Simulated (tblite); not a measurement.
# C4H10AlClO: the cost of one run

Programs: tblite 0.8.0 and PySCF 2.14.0, with density-fitted response routines of our own. Each step states its level of theory. These are calculated values for one molecule in the gas phase, unless marked as measured. Atoms count from 0, in the outputs and in this text.

**1. Starting geometry**

17 atoms, charge 0, multiplicity 1; geometry from: force field or distance geometry start.

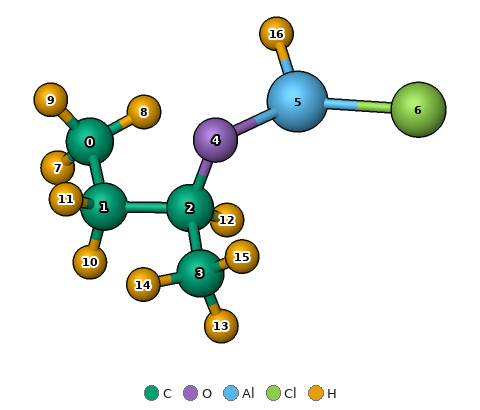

The starting geometry (carbon teal, oxygen purple, aluminium blue, chlorine green, hydrogen amber), atoms numbered.

**2. Relaxing the molecule with GFN2-xTB**

What the job is given:

```
{"job": {"kind": "relax", "xc": "GFN2-xTB", "basis": "xTB"}, "charge": 0, "multiplicity": 1}
C     -1.211200    -1.650000     0.003400
C     -1.281100    -0.158700    -0.352200
C      0.031800     0.499100     0.052000
C     -0.097900     1.972700    -0.328200
O      1.116000    -0.034300    -0.583900
Al     2.349600    -0.616400     0.657300
Cl     4.213800     0.526800     1.046100
H     -2.115300    -1.875900     0.578400
H     -0.265500    -1.915300     0.504400
H     -1.285300    -2.199500    -0.948000
H     -2.093700     0.277000     0.280800
H     -1.527900    -0.036300    -1.409300
H      0.218200     0.420100     1.148200
H     -0.378300     2.570000     0.549500
H     -0.872700     2.068100    -1.129400
H      0.857100     2.364300    -0.752200
H      2.335600    -2.199500     0.971900
```

Launch:

```
$ OMP_NUM_THREADS=1 python probes_run.py task.json out
```

This one command runs all jobs of the session in turn.

**Question.** How long does this first job take on 1 thread of Arm Neoverse N1, shared host?

About 1.5 s.
